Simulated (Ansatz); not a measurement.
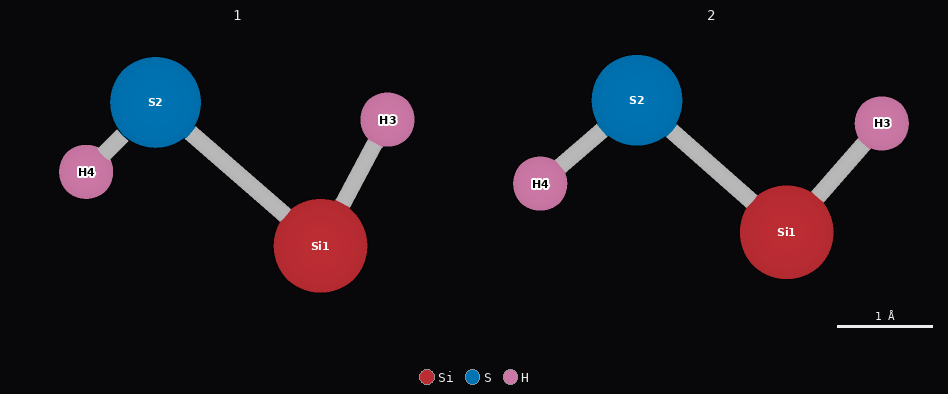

Two geometries of SiH$_{2}$S: one is the relaxed structure, the other was perturbed away from it. The picture is a ball-and-stick view, seen face on.

Level of theory: Ansatz 0.2.0, RKS PBE0-D4/def2-TZVPP. 

**Which is the distorted one, and what does the distortion cost?**

Structure 1 is the perturbed one. All atoms are moved at random (σ = 0.12 Å) from the PBE0-D4/def2-TZVP minimum. It costs 190.7 kJ/mol. The largest force is 15 eV/Å, on H4. The forces point partly back along the displacements (cosine −0.47). At other levels of theory the same distortion costs 189.6 kJ/mol (RKS PBE-D4/def2-TZVPP), 188.8 kJ/mol (RKS r2SCAN-D4/def2-TZVPP), 187.0 kJ/mol (RKS wB97M-V/def2-TZVPP), 186.1 kJ/mol (RHF-CCSD(T), frozen core/def2-TZVPP). Near-neighbour distances before and after: S2–H4 1.346 → 1.078 Å, Si1–S2 2.115 → 2.321 Å, Si1–H3 1.525 → 1.505 Å. Bond angles that change, for instance: S2–Si1–H3 89.3° → 77.3°, Si1–S2–H4 97.5° → 91.6°.
